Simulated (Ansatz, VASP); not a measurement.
## NaCl: VASP beside Ansatz

Aim: how closely do two programs agree when they are given the same cell, functional and k mesh? The cell comes out of the VASP series on this material, whose earlier steps may have relaxed, scaled or displaced it; both programs get it as it stands.

Calculated with Ansatz 0.2.0; plane waves, with VASP 6.6.1 beside it; elastic constants at PBEsol.

**1. Set-up**

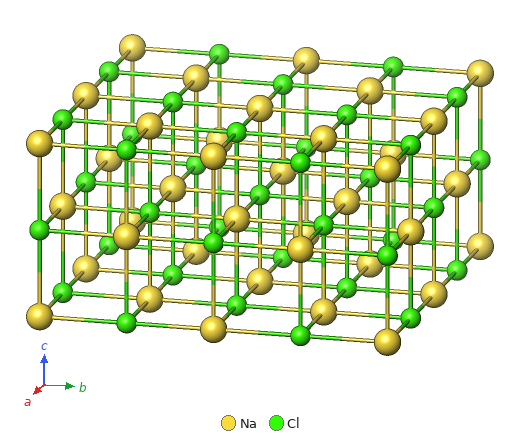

The starting structure, seen slightly off an axis (sodium yellow, chlorine green). 2×2×1 cells are drawn. This picture shows the conventional cell, with its axes. Some periodic images of atoms are drawn too.

**2. Ansatz: elastic constants, PBEsol**

Ansatz runs on its default PAW (the set named soft_2) files.

Elastic constants are differences of stresses under small strains, so they test the stress and the mesh.

input.yaml

```yaml
crystal:
  lattice:
    - [0.0, 2.7974399408, 2.7974399408]
    - [2.7974399408, 0.0, 2.7974399408]
    - [2.7974399408, 2.7974399408, 0.0]
  atoms:
    - { symbol: Na, position: [0.0, 0.0, 0.0] }
    - { symbol: Cl, position: [0.5, 0.5, 0.5] }
hamiltonian:
  xc: pbesol
  pseudopotentials: { kind: paw }
kpoints:
  mp_grid: { grid: [7, 7, 7] }
scf:
  occupations: { method: gaussian, width: 0.05 }
elastic:
  mode: relaxed_ion
  stencil: two_point
output:
  forces: true
  stress: true
```

Launch:

```
$ ansatz run input.yaml --threads 4 --pin off --max-ram 9216MiB --backend cpu --events-out ev --progress --plain --runs-dir out
```

Numbers of over 12 decimals in the logs are rounded to 6 here.

Log:

```text
Engine: ansatz 0.2.0, aarch64-unknown-linux-gnu
Pseudopotentials: kind: paw
Pseudopotential: Na, paw, valence charge 9, recommended cutoff 420 eV (normal), Na.paw.azcp
Pseudopotential: Cl, paw, valence charge 7, recommended cutoff 420 eV (normal), Cl.paw.azcp
Functional definition: PBEsol
  exchange = pbesol_x
  correlation = pbesol_c
Crystal: 2 atoms, lattice volume = 43.784 Å³
Basis set: ecut = 420 eV, 869 PW (Γ), exchange–correlation on 54×54×54 points (8 copies of the dense FFT grid, shifted against one another)
Bands: 12, of which v1, the nominal top of the filled ones, is band 8 counted from 1 (7 counted from 0)
Symmetry: 48 space group operations
Space group: Fm-3m (ITA 225), of the structure as read, at distance tolerance 3.5e-5 Å
k-points: 20 of 343
Non-local potential: Na, projectors of the file, l = 0: 3, l = 1: 2, l = 2: 1
Non-local potential: Cl, projectors of the file, l = 0: 2, l = 1: 2, l = 2: 2
PAW form: soft (Blöchl's): semilocal exchange-correlation on the pseudo side does not see the compensation charge
PAW frozen core: Na, regenerated for the run's functional, and the local potential with it (the file was generated under x = pbe(κ = 0.804, μ = 0.219515), c = pbe(β = 0.066725))
PAW frozen core: Cl, regenerated for the run's functional, and the local potential with it (the file was generated under x = pbe(κ = 0.804, μ = 0.219515), c = pbe(β = 0.066725))
PAW one-centre angular grid: Na, 110 points (default); XC on 64 Gauss nodes
PAW one-centre angular grid: Cl, 110 points (default); XC on 64 Gauss nodes
Initial density: superposition of atomic densities (neutral atoms: chi_scale 0, normalization atom), corrected by the library's trained network
Initial wavefunctions: pseudopotential atomic-orbital guess
Functional: x = pbesol(κ = 0.804, μ = 0.123457), c = pbesol(β = 0.046)
SCF iter   1: F=—  HF=-2540.289475 eV  |F-HF|=—  |Δ(HF+E_count)|=         —  Δρ=2.87e-3  dr2=3.92e-3  ethr=1.77e-3  ⟨swp⟩=5.7  Hψ=1408  notcnv=0
preconditioner: auto → none  [insulator: Δε(μ)=4.970 eV  Ē_g=20.766 eV  σ=0.050 eV  W_gap=1.00  n_scr=14 (ndim 8)  ℏωp=21.0 eV  f_vac=0.027  D(μ)=0.00/eV (n_scr^D=0)  ε∞_Penn≈2.0]
SCF iter   2: F=—  HF=-2540.286778 eV  |F-HF|=—  |Δ(HF+E_count)|=   2.70e-3  Δρ=1.25e-3  dr2=8.61e-4  ethr=2.45e-5  ⟨swp⟩=2.8  Hψ=542  notcnv=0
SCF iter   3: F=—  HF=-2540.286718 eV  |F-HF|=—  |Δ(HF+E_count)|=   5.97e-5  Δρ=7.92e-4  dr2=3.79e-4  ethr=5.38e-6  ⟨swp⟩=2.1  Hψ=328  notcnv=0
SCF iter   4: F=—  HF=-2540.286582 eV  |F-HF|=—  |Δ(HF+E_count)|=   1.36e-4  Δρ=1.52e-4  dr2=7.83e-6  ethr=2.37e-6  ⟨swp⟩=2.0  Hψ=307  notcnv=0
SCF iter   5: F=—  HF=-2540.286613 eV  |F-HF|=—  |Δ(HF+E_count)|=   3.02e-5  Δρ=6.15e-5  dr2=2.95e-6  ethr=4.89e-8  ⟨swp⟩=2.0  Hψ=380  notcnv=0
SCF iter   6: F=—  HF=-2540.286614 eV  |F-HF|=—  |Δ(HF+E_count)|=   9.33e-7  Δρ=2.73e-5  dr2=5.72e-7  ethr=1.84e-8  ⟨swp⟩=2.0  Hψ=303  notcnv=0
SCF iter   7: F=—  HF=-2540.286607 eV  |F-HF|=—  |Δ(HF+E_count)|=   6.78e-6  Δρ=7.17e-6  dr2=3.91e-8  ethr=3.58e-9  ⟨swp⟩=2.0  Hψ=299  notcnv=0
SCF iter   8: F=—  HF=-2540.286607 eV  |F-HF|=—  |Δ(HF+E_count)|=   1.00e-8  Δρ=7.96e-7  dr2=5.04e-10  ethr=2.44e-10  ⟨swp⟩=2.0  Hψ=316  notcnv=0
SCF iter   9: F=—  HF=-2540.286607 eV  |F-HF|=—  |Δ(HF+E_count)|=  1.42e-10  Δρ=6.94e-8  dr2=3.51e-12  ethr=3.15e-12  ⟨swp⟩=2.0  Hψ=312  notcnv=0
SCF iter  10: F=-2540.286607 eV  HF=-2540.286607 eV  |F-HF|=4.55e-13  |Δ(HF+E_count)|=  9.09e-13  Δρ=1.87e-9  dr2=1.56e-15  ethr=1.00e-12  ⟨swp⟩=3.0  Hψ=939  notcnv=0
SCF 1 converged in 10 iterations: F = -2540.286607 eV  dr2 = 1.56e-15
  greatest PAW one-centre occupation: 0.999 electrons in one spin orbital (limit 2), on the Na atom at site 0 (counted from 0), in its partial waves of l = 0
Crystal: 2 atoms, lattice volume = 43.696 Å³
Symmetry: 16 space group operations
k-points: 40 of 343
Initial density: handed on by an earlier stage of this run
Initial wavefunctions: those handed on with the density
[...]
preconditioner: auto → none  [insulator: Δε(μ)=5.030 eV  Ē_g=20.812 eV  σ=0.050 eV  W_gap=1.00  n_scr=14 (ndim 8)  ℏωp=21.0 eV  f_vac=0.017  D(μ)=0.00/eV (n_scr^D=0)  ε∞_Penn≈2.0]
[...]
SCF 2 converged in 7 iterations: F = -2540.286521 eV  dr2 = 3.13e-15
Crystal: 2 atoms, lattice volume = 43.871 Å³
[...]
preconditioner: auto → none  [insulator: Δε(μ)=5.016 eV  Ē_g=20.797 eV  σ=0.050 eV  W_gap=1.00  n_scr=14 (ndim 8)  ℏωp=21.0 eV  f_vac=0.017  D(μ)=0.00/eV (n_scr^D=0)  ε∞_Penn≈2.0]
[...]
SCF 3 converged in 6 iterations: F = -2540.286632 eV  dr2 = 4.49e-14
Symmetry: 8 space group operations
k-points: 64 of 343
[...]
preconditioner: auto → none  [insulator: Δε(μ)=5.021 eV  Ē_g=20.803 eV  σ=0.050 eV  W_gap=1.00  n_scr=14 (ndim 8)  ℏωp=21.0 eV  f_vac=0.017  D(μ)=0.00/eV (n_scr^D=0)  ε∞_Penn≈2.0]
[...]
SCF iter   7: F=-2540.286600 eV  HF=-2540.286600 eV  |F-HF|=0.00e0  |Δ(HF+E_count)|=  4.55e-13  Δρ=5.50e-9  dr2=4.92e-15  ethr=1.00e-12  ⟨swp⟩=4.0  Hψ=2560  notcnv=0
SCF 4 converged in 7 iterations: F = -2540.286600 eV  dr2 = 4.92e-15
iter 1 solved again at ethr=2.59e-12 eV; its pass at ethr=3.10e-3 eV (dr2=4.14e-10 eV) is discarded
SCF iter   1: F=—  HF=-2540.286571 eV  |F-HF|=—  |Δ(HF+E_count)|=         —  Δρ=1.74e-6  dr2=4.60e-10  ethr=2.59e-12  ⟨swp⟩=2.5  Hψ=5370  notcnv=0
SCF iter   2: F=—  HF=-2540.286600 eV  |F-HF|=—  |Δ(HF+E_count)|=   2.91e-5  Δρ=1.15e-6  dr2=2.75e-10  ethr=2.59e-12  ⟨swp⟩=3.0  Hψ=1472  notcnv=0
SCF iter   3: F=—  HF=-2540.286600 eV  |F-HF|=—  |Δ(HF+E_count)|=  2.27e-11  Δρ=6.51e-7  dr2=7.57e-11  ethr=1.72e-12  ⟨swp⟩=2.1  Hψ=1089  notcnv=0
SCF iter   4: F=—  HF=-2540.286600 eV  |F-HF|=—  |Δ(HF+E_count)|=  5.50e-11  Δρ=3.23e-7  dr2=1.61e-11  ethr=4.73e-13 (applied; sched 1.00e-12)  ⟨swp⟩=2.2  Hψ=1047  notcnv=0
SCF iter   5: F=—  HF=-2540.286600 eV  |F-HF|=—  |Δ(HF+E_count)|=  3.46e-11  Δρ=8.84e-8  dr2=1.21e-12  ethr=1.01e-13 (applied; sched 1.00e-12)  ⟨swp⟩=2.2  Hψ=1267  notcnv=0
SCF iter   6: F=—  HF=-2540.286600 eV  |F-HF|=—  |Δ(HF+E_count)|=  4.55e-13  Δρ=7.46e-8  dr2=8.94e-13  ethr=7.57e-15 (applied; sched 1.00e-12)  ⟨swp⟩=1.0  Hψ=768  notcnv=0
SCF iter   7: F=—  HF=-2540.286600 eV  |F-HF|=—  |Δ(HF+E_count)|=  9.09e-13  Δρ=4.26e-8  dr2=2.93e-13  ethr=5.59e-15 (applied; sched 1.00e-12)  ⟨swp⟩=2.0  Hψ=1266  notcnv=0
SCF iter   8: F=-2540.286600 eV  HF=-2540.286600 eV  |F-HF|=9.09e-13  |Δ(HF+E_count)|=  9.09e-13  Δρ=1.87e-8  dr2=5.58e-14  ethr=1.00e-12  ⟨swp⟩=4.0  Hψ=2197  notcnv=0
SCF 5 converged in 8 iterations: F = -2540.286600 eV  dr2 = 5.58e-14
SCF converged after 10 iterations
Free energy (F): -2540.286607 eV
Harris-Foulkes:  -2540.286607 eV  (|F-HF|=4.55e-13)
Internal energy: -2540.286607 eV  (E = F + TS)
E sigma→0 (E₀):  -2540.286607 eV
Fermi energy:    3.745816 eV
--- Per-component energies (eV) ---
  E_band       = -230.965425
  E_kinetic    = 282.666945
  E_local      = -1517.505728  (includes V_loc(G=0)·N_el)
  E_nonlocal   = 144.830553
  E_hartree    = 533.635882
  E_xc         = -145.020618
  E_vxc        = -171.884523  (∫ρ·V_xc dr)
  E_paw        = -895.323553  (= ΣΔE_a)
  E_vpaw       = -36.344519  (= ΣTr[D̂ρ^β])
  E_aug_tail   = 0.000081  (compensation charges beyond the density's cutoff)
  E_ewald      = -943.703296
  E_core_change = 0.133126  (= ΣΔE_core)
  E_smearing   = -0.000000  (= −TS)
  E_closure    = -0.000000  (closes the sum)
  Σ components = -2540.286607   (vs F -2540.286607, Δ=0.00e0)
--- Forces (eV/Å), atoms counted from 1 ---
  atom   1  Na    -0.00000000    -0.00000000    -0.00000000
  atom   2  Cl     0.00000000    -0.00000000     0.00000000
  max |Σ_I F_I| component: 1.17e-29 eV/Å
--- Stress (GPa, compression-positive) ---
        0.100385       0.000000      -0.000000
        0.000000       0.100385       0.000000
       -0.000000      -0.000000       0.100385
  P = ⅓ Tr σ = 0.1004 GPa (1.004 kbar)
--- Band table (eV; the first three rows and the last of 20) ---
  k-point 0: bands = [... 4 lower, -11.4640, 1.2330, 1.2330, 1.2330, 6.2580, 12.1502, 12.1502, 12.1502]
  k-point 1: bands = [... 4 lower, -11.3981, 0.7358, 1.1769, 1.1769, 6.9058, 11.5056, 12.3914, 12.3914]
  k-point 2: bands = [... 4 lower, -11.2446, -0.1451, 1.0559, 1.0559, 7.9663, 11.1116, 12.3915, 12.3915]
  k-point 19: bands = [... 4 lower, -11.0327, -0.1136, -0.0430, 0.5771, 9.9256, 10.4114, 11.1551, 12.9063]
--- Elastic constants: 2 strain directions × 2 members + reference (group order 48) ---
  dense FFT box of the reference and of every strained cell: 27×27×27
  strains applied: 11, 23; error gains: componentwise 1.00 (the most a stress slope's error grows in a printed constant), spectral 1.73 (1 for all six strains in a standard setting)
  C = ∂σ_k/∂η_j (tension-positive GPa; Voigt order 11 22 33 23 13 12):
        55.850     11.575     11.575     -0.000      0.000      0.000
        11.575     55.850     11.575      0.000     -0.000      0.000
        11.575     11.575     55.850      0.000      0.000     -0.000
        -0.000      0.000      0.000     12.065     -0.000     -0.000
         0.000     -0.000      0.000      0.000     12.065      0.000
        -0.000      0.000      0.000     -0.000     -0.000     12.065
  reference stress σ⁰ (GPa):     -0.100     -0.100     -0.100      0.000      0.000     -0.000
  C* (energy form; C + prestress term) asymmetry max|C*_kj − C*_jk| = 5.329e-15 GPa — a small one proves nothing (zero by symmetry where the batch's group is 432, −43m or m−3m); a large one is finite-difference/SCF noise where every solve meets its electron count
  moduli (Voigt/Reuss/Hill, GPa): K = 26.33/26.33/26.33   G = 16.09/14.75/15.42   E = 38.71   ν = 0.255
  mechanically stable: yes (min eigenvalue of sym C = 12.06 GPa)
  strain η (Voigt 11):  stress-route row diagonal C_11 = 55.85 GPa, energy-path curvature d²(F+E_count+ΔE)/dδ²/Ω₀ = 55.84 GPa
         δ    σ_11 (GPa)             F (eV)   n_scf  n_hpsi   n_pw
    -2.000e-3      -0.2136       -2540.2865211       7    8846    877   relax 0 steps, max|allowed force component| 3.82e-31 eV/Å
     2.000e-3       0.0098       -2540.2866317       6    8613    881   relax 0 steps, max|allowed force component| 3.94e-31 eV/Å
  strain η (Voigt 23):  stress-route row diagonal C_44 = 12.06 GPa, energy-path curvature d²(F+E_count+ΔE)/dδ²/Ω₀ = 12.11 GPa
         δ    σ_23 (GPa)             F (eV)   n_scf  n_hpsi   n_pw
    -2.000e-3      -0.0241       -2540.2866004       7   14845    881   relax 0 steps, max|allowed force component| 9.96e-30 eV/Å
     2.000e-3       0.0241       -2540.2866004       8   15250    881   relax 0 steps, max|allowed force component| 2.39e-29 eV/Å
```

Run time: 3.8 s. Hardware: 4 threads of Arm Neoverse N1, shared host; peak memory 0.32 GiB.

The run ends at a pressure of 0.10 GPa.

[end of part 1 of 2]

[Lines on the potential files, build, host, timing and source positions are cut from VASP's logs without a mark.]

[Logs are printed without paths, hosts, clocks, repeated set-up lines and the standing remarks that a program may print on its own settings, such as how far it seeks lower states.]

[Hosts, paths, dates, database ids (printed as entryN), source tags and the programs' standing remarks are cut or masked in the printed files.]
